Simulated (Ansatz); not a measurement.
Nudged elastic band of CH6B (part 2 of 2)

Continued. System: CH6B, multiplicity 2. Method: UKS BHLYP/def2-SVP (Ansatz 0.2.0). The run did not end well. It belongs to a series of runs on one base structure; here: band between the two ends.

Geometry of the input (Å):
```
B  0.0070  -0.0009  -0.7124
H  0.0050  -0.0041  0.4838
H  1.0437  -0.0001  -1.3109
H  -1.0279  -0.0002  -1.3141
C  -0.0063  0.0012  3.9084
H  -0.5913  -0.9096  3.9293
H  1.0725  -0.0495  3.8385
H  -0.5026  0.9631  3.9389
```

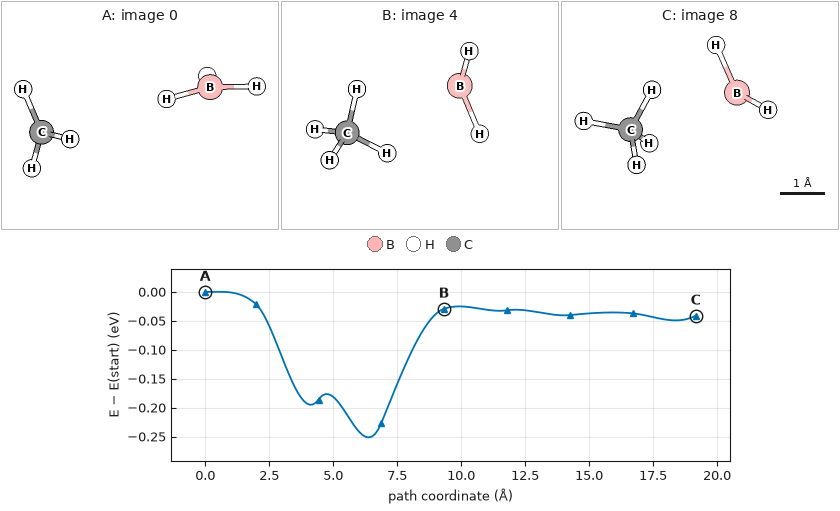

Figure 1. Images of the last band (counted from 0; ball-and-stick, seen at a tilt) above the energy along the path; the line is a cubic interpolation that uses the forces. No image lies above both ends; the end is 0.041 eV below the start. The path is 19.16 Å long. The band had not converged after 60 iterations.

```
Unfinished report: {"positions_ang":[[0.05722659785835222,0.1677464460262054,-0.2531897951743004],[0.30305731137535363,1.147706205193836,0.37846293269300096],[0.950013704487101,-0.5184609602877714,-0.6395512590254564],[-1.0712762296898672,-0.0592399233702947,-0.5597613365179717],[-0.06339005179402778,-0.18907587986662652,3.4203724828824615],[-0.6235180847400601,-1.0814687626642252,3.661277363130715],[1.0196510615437981,-0.22406516730290804,3.429391603693121],[-0.57166530904065,0.7567560422717833,3.324500008318426]],"unchecked":["starts","cluster_reference","orbital_swaps","neighbouring_geometries","increment"],"mean_field":{"relativity":"none","state":{"energy":{"ev":-1805.4889734007277,"hartree":-66.35049596809593},"converged":true,"gradient_ev":0.000012637740168422327,"stability":{"kind":"minimum","curvature_ev":10.263024334474844},"curvature_floor_ev":0.00030000000000000003,"spin_squared":0.7544109105867376},"others":[],"fillings":{"estimated":0,"unestimated":0,"tried":0,"untried":0,"excluded_magnetic_sites":0},"n_dropped_functions":0,"n_trapped_functions":0,"passes":{"evaluations":4,"products":26},"factors":{"origin":"Cholesky decomposition","count":655,"bound_ev":0.00037076313095308987},"gradient_stop_ev":0.00009,"reference_kind":"stationary","functional":{"name":"BHLYP","citations":["Becke, J. Chem. Phys. 98, 1372 (1993) doi:10.1063/1.464304","Becke, Phys. Rev. A 38, 3098 (1988) doi:10.1103/PhysRevA.38.3098","Lee, Yang & Parr, Phys. Rev. B 37, 785 (1988) doi:10.1103/PhysRevB.37.785"],"text":"name \"BHLYP\"\ncite \"Becke, J. Chem. Phys. 98, 1372 (1993) doi:10.1063/1.464304\"\ncite \"Becke, Phys. Rev. A 38, 3098 (1988) doi:10.1103/PhysRevA.38.3098\"\ncite \"Lee, Yang & Parr, Phys. Rev. B 37, 785 (1988) doi:10.1103/PhysRevB.37.785\"\nparameter a = 0.5\nexchange = (1 - a)*b88_x + a*exact_x\ncorrelation = lyp_c\n","parameters":{"a":{"value":0.5,"default":0.5}},"final_grid":{"core_spheres":13.0,"valence_spheres":11.0,"degree":36.0},"final_grid_parameter_source":"default","radial_points_factor":1.0,"radial_grid_error_ev":4.671919181681796e-7,"grid_sensitivity":"normal","grid_sensitivity_ratio":0.0009331686670994504},"unsmoothed_excess_ev":-0.00016826318519864167,"symmetry":{"irreps":["A"],"axes":[[0.9970228945636803,-0.07652673511938193,0.00943432709992412],[0.07611219640892147,0.996358739756346,0.038421286664500044],[-0.012340229887249577,-0.037588835085885335,0.9992170926296329]],"occupied":[{"A":9},{"A":8}]},"held":{"pivots":655,"left_out":0,"joined":0},"density_repulsion":{"missed_ev":6.95079324367337e-6,"excess_ev":0.0,"most_excess_ev":0.0000459,"are_drawn_again":false,"n_first_factors":655,"energy_change_ev":0.0,"n_dropped_ends":0}},"factors":{"origin":"Cholesky decomposition","count":655,"bound_ev":0.00037076313095308987},"n_frozen":0,"n_occupied":[9,8],"n_virtual":[49,50],"reference":{"ev":-1805.4889734007277,"hartree":-66.35049596809593},"total":{"ev":-1805.4889734007277,"hartree":-66.35049596809593},"forces_ev_per_angstrom":[[0.02488235658828636,0.26433741128215094,-0.12184362008678358],[0.02824373385270483,0.07059944576959068,0.12162919984404025],[0.06865852468378394,-0.1862874668290161,0.015417293436969771],[-0.12058462848804617,-0.13704497423123332,0.021428947825095253],[0.1700960136413293,-0.13004193861810143,0.04582277606496898],[-0.06786730915368219,-0.06329508607280222,-0.008564190207748455],[-0.024418754421648647,0.02819847267645565,-0.03228531966327065],[-0.07900993670284755,0.15353413602409224,-0.041605087213260526]],"charge_distribution":{"dipole_moment_e_ang":[-0.001133997354702155,-0.0050142340531469385,0.07782709174918817],"mulliken_charges_e":[0.10648506259592327,-0.041193794437525355,-0.03967229211593115,-0.039388835319394744,-0.19415121901651222,0.06656641730162827,0.06985266770476894,0.07150199328704276],"lowdin_charges_e":[0.10447957406910557,-0.04461731364187571,-0.042410022655716695,-0.04222220170874902,0.07451743378977582,-0.01755577061960656,-0.015062126321463198,-0.017129572911492197]},"n_threads":1,"memory_gib":1.7045454550534487,"seconds":{"hamiltonian":1.85815598,"orbitals":0.0,"second_order":0.0,"solver_start":0.0,"cycles":0.0,"cycle":0.0,"perturbative":0.0,"full_ci_increment":0.0,"forces":0.0}}
this run last wrote the band of iteration 60 to [file]
Error: NEB band did not converge after 60 iterations: max|band force component| = 2.55e-1 eV/Å (threshold 5.0e-2); raise `neb.max_iterations` in a new run, which can start from the last band evaluated (`neb.initial_path`, with `crystal.atoms` and `neb.final_atoms` set to its first and last images), add images, or start from endpoints closer to local minima. Where this run's directory can be resumed (`checkpoint.write`), a resume goes on for up to `neb.max_iterations` more; to start a new run from the last band, take its images' positions from the `neb_iteration` event of iteration 60 (`data.images[].positions_ang`), in the event stream of the run that computed that iteration (not this run's, if it was resumed behind it). With `checkpoint.write`, `steps/00-neb/state/checkpoint.json` in the run directory holds the last saved band, under `neb.evaluated.images[].positions_ang` (a band under a hybrid functional on support functions is neither saved nor resumed: `neb.initial_path` says where its path is): check the last entry of `neb.iterations` there, which is earlier than 60 if that iteration was not saved or its write failed. If the band's step has no `state` directory and holds `state.next`, a write was cut short, and the file is under `state.next` instead (behind a loss of power it can be under `state.prev`)
this run wrote the band of iteration 60 to [file] as well, whether or not its events were kept: a new run's `neb.initial_path` can list its `images[].positions_ang`
a run's events are kept only if it was started with --events-out <file>, and are in that file
```

The last band as extended XYZ (Å, eV, eV/Å):
```
8
Properties=species:S:1:pos:R:3:forces:R:3 image=0 energy=-1805.46817
B     0.0070   -0.0009   -0.7124   -0.0003  -0.0066  -0.0125
H     0.0050   -0.0041    0.4838    0.0000   0.0022   0.0028
H     1.0437   -0.0001   -1.3109   -0.0042   0.0022   0.0045
H    -1.0279   -0.0002   -1.3141    0.0045   0.0022   0.0044
C    -0.0063    0.0012    3.9084   -0.0234   0.0035  -0.0095
H    -0.5913   -0.9096    3.9293    0.0049   0.0028   0.0038
H     1.0725   -0.0495    3.8385    0.0128  -0.0007   0.0028
H    -0.5026    0.9631    3.9389    0.0057  -0.0056   0.0037
8
Properties=species:S:1:pos:R:3:forces:R:3 image=1 energy=-1805.48880
B     0.0572    0.1677   -0.2532    0.0249   0.2643  -0.1218
H     0.3031    1.1477    0.3785    0.0282   0.0706   0.1216
H     0.9500   -0.5185   -0.6396    0.0687  -0.1863   0.0154
H    -1.0713   -0.0592   -0.5598   -0.1206  -0.1370   0.0214
C    -0.0634   -0.1891    3.4204    0.1701  -0.1300   0.0458
H    -0.6235   -1.0815    3.6613   -0.0679  -0.0633  -0.0086
H     1.0197   -0.2241    3.4294   -0.0244   0.0282  -0.0323
H    -0.5717    0.7568    3.3245   -0.0790   0.1535  -0.0416
8
Properties=species:S:1:pos:R:3:forces:R:3 image=2 energy=-1805.65405
B     0.0209    0.2025    0.5158   -0.0117  -0.0718  -0.0513
H     0.6962    1.1934    0.5177   -0.0244   0.0424   0.0128
H     0.5563   -0.8545    0.3023   -0.0494   0.0536  -0.0441
H    -1.1731    0.3098    0.4111    0.0772  -0.0436  -0.0334
C    -0.0270   -0.1976    2.6387   -0.1012  -0.0887   0.0900
H    -0.0435   -1.2822    2.6783   -0.0324   0.0850  -0.0123
H     0.9162    0.2979    2.8255    0.0535   0.0298   0.0348
H    -0.9459    0.3307    2.8721    0.0883  -0.0067   0.0035
8
Properties=species:S:1:pos:R:3:forces:R:3 image=3 energy=-1805.69446
B    -0.0728    0.1628    0.7092    0.1415  -0.0026  -0.0498
H     1.1502    0.1422    1.0530   -0.0253   0.0623  -0.0363
H    -0.3408   -0.7645   -0.0040   -0.0176  -0.0374   0.0634
H    -0.5137    1.2483    0.4534   -0.0300  -0.0217   0.0309
C     0.0089   -0.1446    2.4048   -0.0977  -0.0169   0.0017
H     0.6635   -0.9333    2.7673    0.0021  -0.0240  -0.0371
H     0.1406    0.7820    2.9570    0.0161  -0.0195   0.0285
H    -1.0358   -0.4930    2.4208    0.0108   0.0600  -0.0012
8
Properties=species:S:1:pos:R:3:forces:R:3 image=4 energy=-1805.49715
B    -0.4114    0.4268   -0.4261    0.0135   0.0056   0.0065
H     0.5496   -0.6035    1.8981   -0.0056   0.0091   0.0002
H     0.3532   -0.4058   -0.8115   -0.0051  -0.0082   0.0030
H    -0.1921    1.5605   -0.1233   -0.0089   0.0046   0.0004
C     0.0474   -0.3140    2.8249    0.0205  -0.0299  -0.0493
H     0.6977   -0.5629    3.6643    0.0009   0.0063   0.0273
H    -0.1520    0.7577    2.8218    0.0072   0.0330   0.0004
H    -0.8923   -0.8590    2.9132   -0.0226  -0.0206   0.0115
8
Properties=species:S:1:pos:R:3:forces:R:3 image=5 energy=-1805.49988
B    -0.5380   -0.3596   -0.3486   -0.0018  -0.0007   0.0005
H     0.8723    0.4850    2.0376   -0.0021  -0.0106   0.0066
H     0.6283   -0.3662   -0.6034    0.0000  -0.0003  -0.0004
H    -1.2964    0.5619   -0.3159    0.0007   0.0034  -0.0003
C     0.2408    0.0309    2.8045    0.0158   0.0182  -0.0238
H     0.5619   -0.9966    2.9800    0.0016  -0.0021   0.0056
H     0.3334    0.6078    3.7260   -0.0098  -0.0029   0.0039
H    -0.8023    0.0366    2.4813   -0.0044  -0.0049   0.0080
8
Properties=species:S:1:pos:R:3:forces:R:3 image=6 energy=-1805.50811
B    -0.0692   -0.5987   -0.2505   -0.0016  -0.0029   0.0015
H    -0.1896    1.0323    2.1213    0.0043   0.0045   0.0077
H     1.0402   -0.1622   -0.3085    0.0001   0.0006  -0.0008
H    -1.1111   -0.0354   -0.3981   -0.0015   0.0014  -0.0006
C     0.0296    0.1621    2.7424   -0.0055   0.0023  -0.0205
H    -0.1675   -0.7602    2.1863    0.0058  -0.0029   0.0078
H     1.0779    0.1824    3.0426   -0.0002  -0.0005   0.0051
H    -0.6101    0.1796    3.6259   -0.0014  -0.0025  -0.0003
8
Properties=species:S:1:pos:R:3:forces:R:3 image=7 energy=-1805.50517
B     0.0698   -0.2670   -0.4005   -0.0018  -0.0074   0.0012
H    -0.8029   -0.4489    2.0484    0.0033  -0.0039  -0.0053
H     1.2589   -0.2612   -0.2959   -0.0039   0.0011   0.0004
H    -0.6825    0.6514   -0.5250    0.0040   0.0076   0.0011
C    -0.1276   -0.0237    2.7956    0.0028  -0.0052  -0.0064
H     0.2931   -0.8323    3.3949   -0.0008   0.0038   0.0058
H     0.6817    0.5239    2.3087   -0.0058   0.0028   0.0010
H    -0.6904    0.6577    3.4353    0.0022   0.0013   0.0021
8
Properties=species:S:1:pos:R:3:forces:R:3 image=8 energy=-1805.50923
B    -0.0003   -0.0775   -0.3399   -0.0022   0.0095  -0.0036
H     0.1654   -0.8833    1.9404    0.0001  -0.0059  -0.0066
H     0.9712    0.6154   -0.2951   -0.0099  -0.0065   0.0017
H    -1.1526    0.2359   -0.3296    0.0119  -0.0045   0.0027
C     0.0362   -0.1517    2.7443   -0.0125   0.0238   0.0240
H    -0.7054   -0.5329    3.4491    0.0206   0.0095  -0.0205
H     0.9922   -0.0098    3.2513   -0.0188  -0.0027  -0.0087
H    -0.3067    0.8036    2.3411    0.0108  -0.0232   0.0110
```

What the run reported:

```csv
quantity,value
outcome,not converged
"barrier, forward (band not converged)",−0.021 eV
"barrier, backward",0.020 eV
wall time,14 min
peak memory,0.14 GiB
```

The run did not converge: “NEB band did not converge after 60 iterations: max|band force component| = 2.55e-1 eV/Å (threshold 5.0e-2); raise `neb.max_iterations` in a new run, which can start from the last band evaluated (`neb.initial_path`, with `crystal.atoms` and `neb.final_atoms` set to its first and last images), add images, or start from endpoints closer to local minima …” Its last values are not results.
